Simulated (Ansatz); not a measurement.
The figure comes from a scan of Te (trigonal-Te type, space group P3_121): one Te atom of a 3-atom cell moves by s along Cartesian [110], with its periodic images. The numbers are results of r2SCAN (plane waves to 500 eV, PAW, scalar-relativistic; Ansatz, a first-principles code), not measurements. k mesh 7×7×5 (Γ-centred), Fermi-Dirac smearing 0.05 eV. F∥ is the force on the atom along that direction. Spin-orbit coupling is left out, though Te is heavy. Te was relaxed with its symmetry unable to fall. The PAW data are Ansatz's earlier set. 

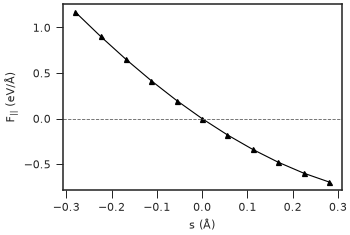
Fig. 1. F∥ (eV/Å) against s (Å); computed points joined by lines.

### Question
Read the plotted values off the figure, to the accuracy that the plot allows.

### Answer
To the nearest 0.05:

```csv
s (Å),F∥ (eV/Å)
-0.280,1.15
-0.224,0.90
-0.168,0.65
-0.112,0.40
-0.056,0.20
0.000,0.00
0.056,-0.20
0.112,-0.35
0.168,-0.50
0.224,-0.60
0.280,-0.70
```

(For displaced atoms, the force is minus the slope of the energy, and its curvature is a force constant, which sets phonon frequencies.)
